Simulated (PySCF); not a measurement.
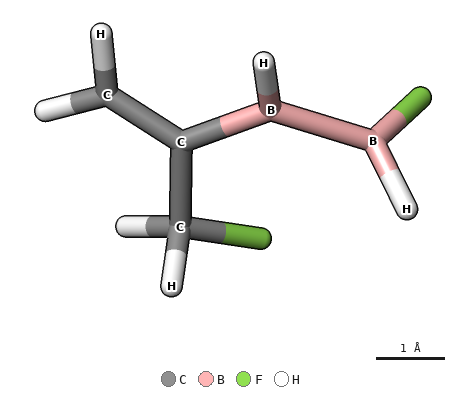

Starting structure of C3H6B2F2. A stick model, seen at a tilt.

The start comes from GFN2-xTB. Its atoms were then displaced at random by about 0.01 Å.

Computed with PBE0-D3(BJ)/def2-SVP geometry optimisation, gas phase in PySCF 2.14.0, density-fitted response routines.

```xyz
13

C    -1.0827    1.5312    0.8006
C    -0.4456    0.4158    0.5611
B     1.0773    0.3001    0.7805
B     2.0520   -0.8139   -0.0222
F     2.6672   -0.5875   -1.1550
C    -1.2078   -0.7424   -0.0159
F    -0.4414   -1.4605   -0.9189
H    -2.1294    1.6922    0.5360
H    -0.6171    2.4129    1.2591
H     1.5476    1.0234    1.6038
H     2.1881   -1.9134    0.4125
H    -2.1056   -0.4309   -0.5333
H    -1.4967   -1.4439    0.7741
```

### Where does the relaxation end?

After 9 geometry steps the energy has fallen by 3.52 kcal/mol. H10 moves most after the best rigid fit: 0.33 Å. By element the largest moves are H 0.33 Å, F 0.20 Å, B 0.13 Å, C 0.12 Å. Near-neighbour distances that change, for instance: C1–C2 1.307 → 1.347 Å, B4–H11 1.190 → 1.222 Å, B4–F5 1.309 → 1.331 Å, C6–H12 1.082 → 1.103 Å. Among the angles between lasting bonds that change: C2–B3–B4 123.6° → 119.0°, B4–B3–H10 120.1° → 124.1°, H8–C1–H9 112.9° → 116.6°.

Final geometry:

```xyz
13

C    -1.1359    1.5378    0.9125
C    -0.4510    0.4330    0.5609
B     1.0958    0.3800    0.7177
B     1.9510   -0.8898   -0.0089
F     2.5774   -0.7671   -1.1771
C    -1.1416   -0.7366   -0.0824
F    -0.2545   -1.4201   -0.8944
H    -2.2072    1.6643    0.7075
H    -0.6332    2.3666    1.4186
H     1.6109    1.2549    1.3800
H     2.0951   -1.9602    0.5620
H    -2.0037   -0.4336   -0.6994
H    -1.4972   -1.4460    0.6854
```

After the run, drawn alike:

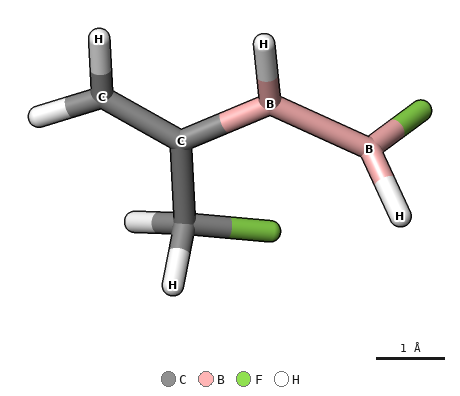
